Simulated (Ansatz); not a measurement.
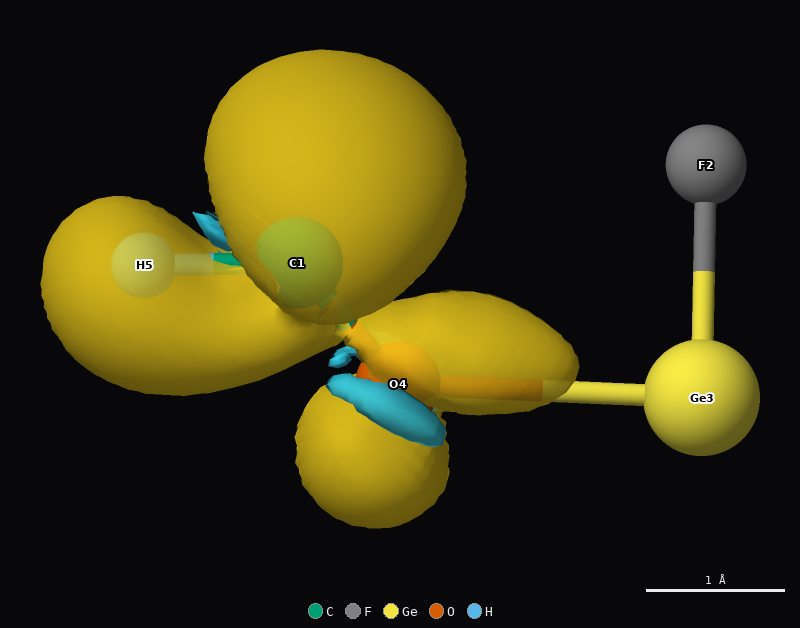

*CHFGeO (charge +1, doublet). Isosurfaces of the spin density (α minus β) at +0.02 (yellow) and −0.02 e/Å³ (cyan), seen across its widest extent.*

Geometry: PBE0-D3(BJ)/def2-SVP.

All numbers below come from isolated molecule in a Gaussian basis; Kohn-Sham density functional theory, functional PBE0 in Ansatz 0.2.0.

```xyz
5

C    -1.2229   -1.1718    0.1122
F    -0.4858    1.0113    2.2224
Ge   -0.6404    1.8390    0.7347
O    -1.3979   -0.0282   -0.1781
H    -1.7129   -2.0546   -0.3671
```

Question: Where is the unpaired spin?

Answer: The unpaired spin (1 electron) lies mostly on C1 (about 0.7), O4 (about 0.2) and H5 (about 0.1), in electrons by Hirshfeld's partition.
